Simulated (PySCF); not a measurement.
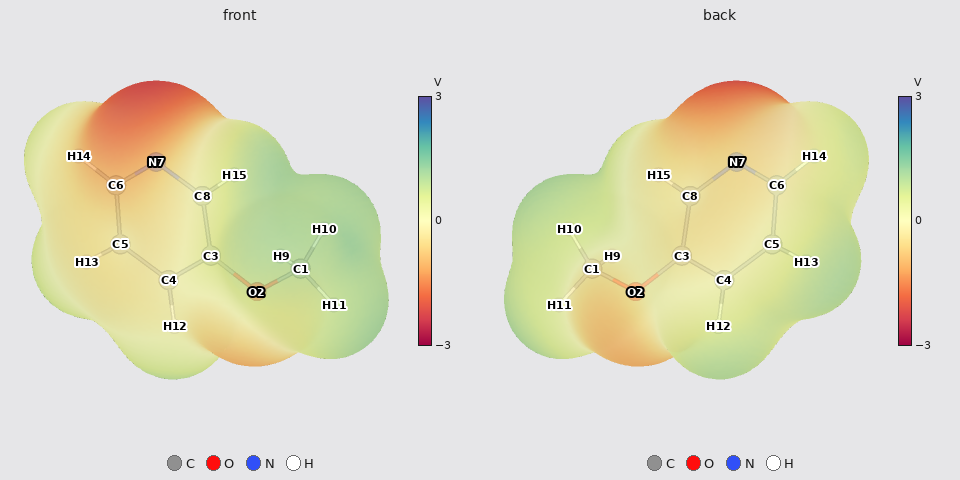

*C6H7NO (SMILES COc1cccnc1). The electrostatic potential painted on the density surface at 0.002 e/bohr³, seen from the front and from behind; the colour scale runs from red (negative) to blue (positive).*

Geometry: PBE0-D3(BJ)/def2-SVP.

These are results of PySCF, WP04/pcSseg-1, SCF density, in a chloroform solvent model, non-relativistic, not measurements.

The calculation's input:

```
{"job": {"xc": "WP04", "basis": "pcSseg-1", "solvent": "chloroform", "kind": "nmr", "pop": true}, "charge": 0, "multiplicity": 1}
C     -2.562102     0.168253     0.111302
O     -1.416865     0.950364    -0.093190
C     -0.209059     0.368280     0.012963
C      0.911404     1.179277    -0.202388
C      2.172954     0.613391    -0.103860
C      2.279693    -0.745374     0.207389
N      1.221396    -1.517605     0.413687
C      0.006258    -0.983044     0.321166
H     -2.595825    -0.251312     1.132177
H     -2.627701    -0.660500    -0.615794
H     -3.424495     0.832278    -0.028142
H      0.761173     2.233979    -0.442582
H      3.069030     1.216763    -0.266532
H      3.263001    -1.221257     0.291584
H     -0.835304    -1.659410     0.499491
```

Command:

```sh
OMP_NUM_THREADS=1 python ens_run.py task.json out
```

Where is the surface potential most negative and most positive?

Answer. The most negative region (about −2.2 V, or −51 kcal/mol for a unit charge) lies over N7, the most positive (about +1.2 V, or +28 kcal/mol for a unit charge) over C1 and H15. N7 is the likeliest acceptor of a hydrogen bond.

How polar is the molecule by this calculation?

Answer. Its dipole moment is 2.21 D.
